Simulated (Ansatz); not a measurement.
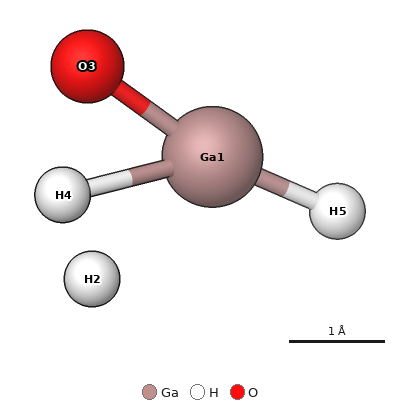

Fig. 1: The structure as given in the input (ball-and-stick view, seen at a tilt; atoms are numbered from 1 in the order of the input). Sticks mark near contacts. Bond lengths as drawn: Ga–H 1.53 to 1.83 Å and Ga–O 1.69 Å.

Run report: GaH3O, frequency calculation

The run: frequency calculation of GaH3O. Method and program: UHF/def2-SVPD (Ansatz 0.2.0).

It belongs to a series of runs on one base structure; here: vibrations at the highest image of the band. Figures and captions count atoms from 1; the log counts them from 0 in places.

## Input file
```yaml
crystal:
  periodic: [false, false, false]
  atoms:
    - { symbol: Ga, position_ang: [0.157806, 0.21517, 0.65123] }
    - { symbol: H, position_ang: [-0.82227, -0.048815, -1.061645] }
    - { symbol: O, position_ang: [1.182697, -0.759023, -0.276779] }
    - { symbol: H, position_ang: [0.010361, -0.480828, -1.034066] }
    - { symbol: H, position_ang: [-0.528594, 1.073495, 1.721259] }
magnetization:
  spin_polarized: true
basis:
  gaussian: { orbitals: def2-SVPD }
hamiltonian:
  xc: hf
phonons: {}
```

Machine: 2 threads of Arm Neoverse N1, 16 GiB of memory available, shared host.

Launched with:
```bash
ansatz run input.yaml --threads 2 --pin off --max-ram 3072MiB --backend cpu --events-out ev --progress --plain --runs-dir out
```

## The program's output
```
Engine: ansatz 0.2.0, aarch64-unknown-linux-gnu
Functional definition: HF
  exchange = exact_x
  correlation = 0
875 factors; integrals over basis functions are off by at most 3.4e-4 eV
mean field evaluation 1: about -54401.1823 eV, gradient 3.6e1 eV
mean field evaluation 2: about -54401.1837 eV, gradient 3.6e1 eV
mean field evaluation 4: about -54407.0179 eV, gradient 2.6e0 eV
mean field evaluation 8: about -54407.0730 eV, gradient 5.2e-2 eV
mean field evaluation 16: about -54402.3451 eV, gradient 4.2e0 eV
mean field -54407.07298199 eV, -1999.4230536495 hartree, gradient 6.6e-5 eV, S^2 0.000000; 0 other end points of the search recorded, 0 dependent functions left out
the calculation of the forces begins
reference -54407.07298199 eV, -1999.4230536495 hartree; 21, 21 occupied and 64, 64 virtual orbitals, 875 factors
these checks for a lower state are left out or cut short: stability, starts, cluster_reference, orbital_swaps, neighbouring_geometries, increment
875 factors; integrals over basis functions are off by at most 3.4e-4 eV
mean field evaluation 32: about -54407.0712 eV, gradient 2.8e-1 eV
mean field -54407.07294329 eV, -1999.4230522273 hartree, gradient 8.7e-6 eV, S^2 0.000000; 0 other end points of the search recorded, 0 dependent functions left out
[... from here on the field's lines of each further geometry are left out, up to the last ...]
the calculation of the forces begins
reference -54407.07297305 eV, -1999.4230533211 hartree; 21, 21 occupied and 64, 64 virtual orbitals, 875 factors
these checks for a lower state are left out or cut short: stability, starts, cluster_reference, orbital_swaps, neighbouring_geometries, increment
875 factors; integrals over basis functions are off by at most 3.4e-4 eV
mean field -54407.07293577 eV, -1999.4230519510 hartree, gradient 8.7e-6 eV, S^2 0.000000; 0 other end points of the search recorded, 0 dependent functions left out
the calculation of the forces begins
reference -54407.07293577 eV, -1999.4230519510 hartree; 21, 21 occupied and 64, 64 virtual orbitals, 875 factors
WARN: phonons: modes at or below zero, which the zero-point energy, F, S and C_V leave out: 1, the lowest at -1809.97 cm⁻¹. A minimum has none, and a first-order saddle one
Total energy: -54407.07298199 eV, -1999.4230536495 hartree
Atom 0 at     0.157806     0.215170     0.651230 Å, force     0.006997    -0.010134    -0.012444 eV/Å
Atom 1 at    -0.822270    -0.048815    -1.061645 Å, force    -0.000471     0.000880     0.000613 eV/Å
Atom 2 at     1.182697    -0.759023    -0.276779 Å, force    -0.004554     0.005069     0.004724 eV/Å
Atom 3 at     0.010361    -0.480828    -1.034066 Å, force     0.001356    -0.001302    -0.000334 eV/Å
Atom 4 at    -0.528594     1.073495     1.721259 Å, force    -0.003329     0.005488     0.007442 eV/Å
Dipole moment:    -0.567019     0.590079     0.624407 e Å
Vibrations: -1809.97 499.29 562.79 701.31 924.15 1246.64 1766.49 2057.35 2168.77 cm⁻¹, zero-point energy 0.615382 eV
```

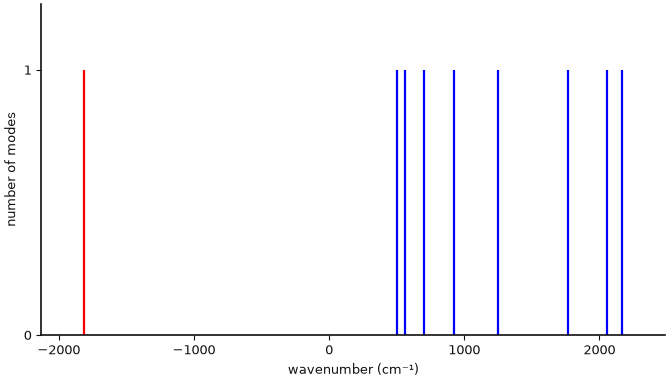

Fig. 2: Harmonic vibrational wavenumbers from the force constants; neighbouring modes closer than 18 cm⁻¹ are counted in one stick, and imaginary ones are drawn at negative wavenumbers. 9 modes from 1810i to 2169 cm⁻¹, 1 imaginary beyond 8i (1810i cm⁻¹): a first-order saddle point, if the geometry is stationary.

## Summary

| quantity | value |
| --- | --- |
| outcome | converged |
| total energy | −54407.0730 eV |
| mean-field energy | −54407.0730 eV |
| largest force (length of the vector) | 0.018 eV/Å |
| wall time | 40 s (CPU time 74 s) |
| peak memory | 0.2 GiB |
